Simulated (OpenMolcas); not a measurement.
## Geometry relaxation, with input and output: BH (part 1 of 2)

BH (borane(1)), computed with PBE50/cc-pVTZ, RKS (OpenMolcas 26.06).

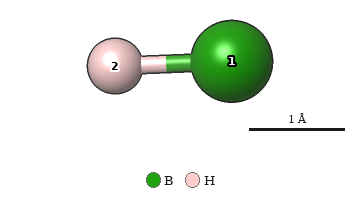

The starting structure (ball-and-stick view, seen at a tilt; atoms are numbered from 1 in the order of the input). Bond lengths as drawn: B–H 1.23 Å.

### Input
```
* BH Kohn-Sham DFT

&GATEWAY
  BASLIB=$CurrDir
  COORD
  2
  bohr
  B      0.00000000     0.00000000     0.00000000
  H      0.00000000     0.00000000     2.32889848
  BASIS=cc-pVTZ
  GROUP=NoSym
>>> EXPORT MOLCAS_MAXITER=40
>>> Do While

&SEWARD

&SCF
  KSDFT=HYB_GGA_XC_PBE50
  PRORBITALS=0

&SLAPAF
>>> EndDo
```

Hardware: 1 thread of Arm Neoverse V1, 24 GiB of memory available, shared host.

Launched with:
```bash
export MOLCAS_MEM=1860
pymolcas job.input > job.log
```

### Output
```
--- Start Module: gateway ---

                                              &GATEWAY

                       available to each process: 1.9 GB of memory, 1 thread

 Basis Set     1 Label: B.CC-PVTZ
 Basis set is read from library:.
 basistype.tbl is not found

 Basis Set     2 Label: H.CC-PVTZ
 Basis set is read from library:.
 basistype.tbl is not found

++    Symmetry information:
      ---------------------

                    Character Table for C1

                             E
                    a        1  x, y, xy, Rz, z, xz, Ry, yz, Rx, I
--

++    Basis set information:
      ----------------------

      Basis set label: B.CC-PVTZ.........

      Electronic valence basis set:
      ------------------
      Associated Effective Charge   5.000000 au
      Associated Actual Charge      5.000000 au
      Nuclear Model: Point charge

      Shell  nPrim  nBasis  Cartesian Spherical Contaminant
         s      10       4        X
         p       5       3        X
         d       2       2                 X
         f       1       1                 X

      Basis set label: H.CC-PVTZ.........

      Electronic valence basis set:
      ------------------
      Associated Effective Charge   1.000000 au
      Associated Actual Charge      1.000000 au
      Nuclear Model: Point charge

      Shell  nPrim  nBasis  Cartesian Spherical Contaminant
         s       5       3        X
         p       2       2        X
         d       1       1                 X
--

++    Molecular structure info:
      -------------------------

                    ************************************************
                    **** Cartesian Coordinates / bohr, angstrom ****
                    ************************************************

     Center  Label                x              y              z                     x              y              z
        1      B1               0.000000       0.000000       0.000000              0.000000       0.000000       0.000000
        2      H2               0.000000       0.000000       2.328898              0.000000       0.000000       1.232400
--

            Nuclear Potential Energy              2.14693772 au

--- Stop Module: gateway /rc=_RC_ALL_IS_WELL_ ---

>>> EXPORT MOLCAS_MAXITER = 40

--- Start Module: seward ---

                                              &SEWARD

                       available to each process: 1.9 GB of memory, 1 thread

               SEWARD will generate:
                  Multipole Moment integrals up to order  2
                  Kinetic Energy integrals
                  Nuclear Attraction integrals (point charge)
                  One-Electron Hamiltonian integrals
                  Velocity integrals
                  Orbital angular momentum around (  0.0000   0.0000   0.1953 )
                  Velocity quadrupole around (  0.0000   0.0000   0.1953 )
                  Two-Electron Repulsion integrals

                   Integrals are discarded if absolute value <: 1.00E-14
                   Integral cutoff threshold is set to       <: 1.00E-16

            Nuclear Potential Energy              2.14693772 au

      Basis set specifications :
      Symmetry species         a
      Basis functions           44

--- Stop Module: seward /rc=_RC_ALL_IS_WELL_ ---

--- Start Module: scf ---

                                                &SCF

                       available to each process: 1.9 GB of memory, 1 thread

 ###############################################################################
 ###     Minimized-density-differences option turned off!                    ###
 ###############################################################################
++    Input section:
      --------------

      Header of the integral files:

      Cartesian coordinates in angstrom:
      -----------------------------------------------------
      No.  Label        X            Y            Z
      -----------------------------------------------------
       1   B1         0.00000000   0.00000000   0.00000000
       2   H2         0.00000000   0.00000000   1.23240000
      -----------------------------------------------------
      Nuclear repulsion energy =    2.14693772
--

++    Orbital specifications:
      -----------------------

      Symmetry species               1
                                     a
      Frozen orbitals                0
      Occupied orbitals              3
      Secondary orbitals            41
      Deleted orbitals               0
      Total number of orbitals      44
      Number of basis functions     44
--

      Molecular charge                           0.000

      Numerical integration parameters
      --------------------------------
      Radial quadrature type:                         MHL
      Size of radial grid:                            75
      Lebedev angular grid:                           29
      Angular grid pruned with the crowding factor:  3.00E+00
                                 and fading factor:  6.00E+00
      Screening threshold for integral computation:   1.00E-11
      Radial quadrature accuracy:                     1.00E-25
      Maximum batch size:                             128
      AO values are stored on disk
      The same grid will be used for all iterations.

      DFT functional specifications
      -----------------------------
      Using Libxc version: 6.2.2
      Please cite the following reference:
      S. Lehtola, C. Steigemann, M. J.T. Oliveira, and M. A.L. Marques.,  SoftwareX 7, 1–5 (2018) doi:10.1016/j.softx.2017.11.002

      * PBE50

++    Optimization specifications:
      ----------------------------

      SCF Algorithm: Conventional
      D(i)-D(i-1) density differences are used
      Number of density matrices in core                 5
      Maximum number of NDDO SCF iterations            400
      Maximum number of HF SCF iterations              400
      Threshold for SCF energy change             1.00E-09
      Threshold for density matrix                1.00E-04
      Threshold for Fock matrix                   1.50E-04
      Threshold for linear dependence             1.00E-09
      Threshold at which DIIS is turned on        1.50E-01
      Maximum depth in the DIIS procedure                5
      Maximum depth in the BFGS Hessian update          30
      Threshold at which QNR/C2DIIS is turned on  7.50E-02
      Threshold for Norm(delta) (QNR/C2DIIS)      1.00E-03
      All orbitals punched on: SCFORB
--

      Input vectors read from INPORB
      Orbital file label: *Guess orbitals

++ Convergence information
                                   [...]      iterations: Energy and convergence statistics

Iter     Tot. [...]      One-elec.       Two-elec.     Energy      Max Dij or  Max Fij      DNorm      TNorm      AccCon     Time
         Energy          Energy          Energy        Change      Delta Norm                                                in Sec.
   1   -25.210680686   -39.229818773    11.872200364   0.00E+00    1.76E-01*   7.11E-02*    4.20E+00   2.23E+01   None         0.
   2   -25.255698684   -39.482300718    12.079664310  -4.50E-02*   3.75E-02*   1.16E-02*    1.76E+00   2.26E+01   EDIIS        0.
   3   -25.256624254   -39.420042438    12.016480460  -9.26E-04*   5.11E-03*   1.99E-03*    3.57E-01   2.25E+01   c2DIIS       0.
   4   -25.256665606   -39.430217921    12.026614592  -4.14E-05*   1.18E-03*   6.09E-04*    5.72E-02   2.25E+01   QNRc2DIIS    0.
   5   -25.256667457   -39.426122033    12.022516853  -1.85E-06*   2.97E-04    1.00E-04     1.53E-02   2.25E+01   QNRc2DIIS    0.
   6   -25.256667591   -39.426771425    12.023166110  -1.34E-07*   3.96E-05    1.04E-05     3.42E-03   2.25E+01   QNRc2DIIS    0.
   7   -25.256667593   -39.426835727    12.023230411  -1.58E-09*   4.36E-06    1.06E-06     4.26E-04   2.25E+01   QNRc2DIIS    0.
   8   -25.256667593   -39.426833323    12.023228007  -2.27E-11    7.16E-07    2.19E-07     4.06E-05   2.25E+01   QNRc2DIIS    0.

       Convergence after   8 Iterations
--

 *****************************************************************************************************************************
 *                                             SCF/KS-DFT Program, Final results                                             *
 *                                                       Final Results                                                       *
 *****************************************************************************************************************************

::    Total KS-DFT energy                             -25.2566675929
      One-electron energy                             -39.4268333232
      Two-electron energy                              12.0232280072
      Nuclear repulsion energy                          2.1469377231
      Kinetic energy (interpolated)                    25.0952747929
      Virial theorem                                    1.0064312027
      Total spin, S(S+1)                                0.0000000000
      Total spin, S                                     0.0000000000
      Max non-diagonal density matrix element           0.0000007509
      Max non-diagonal Fock matrix element              0.0000000477

      No orbitals printed

++    Molecular charges:
      ------------------

      Mulliken charges per centre
      ---------------------------

                B1      H2
      Total    5.0053  0.9947

      N-E     -0.0053  0.0053

      Total electronic charge=    6.000000

      Total            charge=   -0.000000
--

++    Molecular properties:
      ---------------------

      Charge (e):
                      =   -0.0000
      Dipole Moment (debye):
      Origin of the operator (angstrom)=    0.0000    0.0000    0.1034
                   X= -2.2827E-18               Y=  3.7465E-17               Z=  1.6174E+00           Total=  1.6174E+00
      Quadrupole Moment (debye*angstrom):
      Origin of the operator (angstrom)=    0.0000    0.0000    0.1034
                  XX= -6.6224E+00              XY= -7.6318E-16              XZ=  1.3173E-15              YY= -6.6224E+00
                  YZ= -1.2766E-15              ZZ= -1.0033E+01
      In traceless form (debye*angstrom)
                  XX=  1.7052E+00              XY= -1.1448E-15              XZ=  1.9759E-15              YY=  1.7052E+00
                  YZ= -1.9148E-15              ZZ= -3.4103E+00
--

--- Stop Module: scf /rc=_RC_ALL_IS_WELL_ ---
--- Module scf spent 1 second ---

--- Start Module: slapaf ---

                                              &SLAPAF

                       available to each process: 1.9 GB of memory, 1 thread

--- Stop Module: slapaf /rc=_RC_INVOKED_OTHER_MODULE_ ---

--- Start Module: alaska ---

                                              &ALASKA

                       available to each process: 1.9 GB of memory, 1 thread

                     Threshold for contributions to the gradient: 1.000E-07

                    ********************************************
                    * Symmetry Adapted Cartesian Displacements *
                    ********************************************

           Irreducible representation : a
           Basis function(s) of irrep: x, y, xy, Rz, z, xz, Ry, yz, Rx, I

 Basis Label        Type   Center Phase
   1   B1           x         1     1
   2   B1           y         1     1
   3   B1           z         1     1
   4   H2           x         2     1
   5   H2           y         2     1
   6   H2           z         2     1

                     No automatic utilization of translational and rotational invariance of the energy is employed.

 Rotational correction to the DFT gradient is turned off due to close-to-degeneracy problems!

 DFT contribution computed for a moving grid.

 Conventional ERI gradients!

 **************************************************
 *              Molecular gradients               *
 **************************************************

  Irreducible representation: a
 ------------------------------------------------------------------------------------------
                              X                       Y                       Z
 ------------------------------------------------------------------------------------------
  B1               -3.18021491768275E-16    1.60235708063556E-16   -2.66975919470891E-04
  H2                3.21270710153943E-16   -1.58500984587579E-16    2.66975919471335E-04
 ------------------------------------------------------------------------------------------

--- Stop Module: alaska /rc=_RC_ALL_IS_WELL_ ---

--- Start Module: slapaf ---

                                              &SLAPAF

                       available to each process: 1.9 GB of memory, 1 thread

++       Slapaf input parameters:
         ------------------------

 Maximum number of iterations:                40
 Convergence test a la Schlegel.
 Convergence criterion on gradient/para.<=: 3.0E-04
 Convergence criterion on step/parameter<=: 3.0E-04
 Convergence criterion on energy change <=: 0.0E+00
 Parameters for step-restricted optimization
 Maximum step length (initial seed):       3.00E-01

 -RFO activated with parameters:
   Maximum number of data points used in RFO:      5
 Line search is performed

 -Optimization for minimum.
  Optimization method: RS-RFO.

 -Initial Hessian guessed by Hessian Model Function (HMF).
  HMF augmented with weak interactions.

 -Hessian update method: Broyden-Fletcher-Goldfarb-Shanno
  Maximum number of points in Hessian update:  5

 -Relaxation will be done on non-redundant internal coordinates, based on
  force constant weighted redundant internal coordinates.

--
```
